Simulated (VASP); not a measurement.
Band structure of LiF (rock salt). Method: revTPSS meta-GGA, VASP's PBE PAW potentials (set 64) (plane waves; VASP 6.6.1).

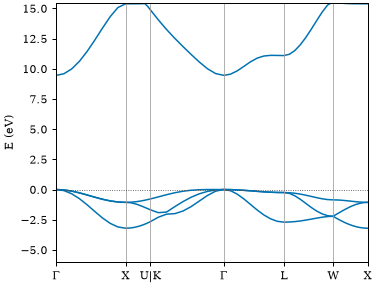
Fig. 1. Bands along high-symmetry lines, zero at the valence-band maximum or, without a gap, the Fermi level

Problem. Read the plot: is there a gap, and where are the band edges?

Solution. The gap is direct, 9.46 eV, from the valence maximum at Γ to the conduction minimum at Γ.

Measured: gap 15.35 eV (computed value off by -5.89 eV), as given by Wei Chen et al., Physical Review Materials (2018), doi:10.1103/physrevmaterials.2.073803 [zero-point renormalisation of 1.15 eV added back (the table's ZPR column)].

The compound is LiF in the rock salt structure. It was relaxed first.
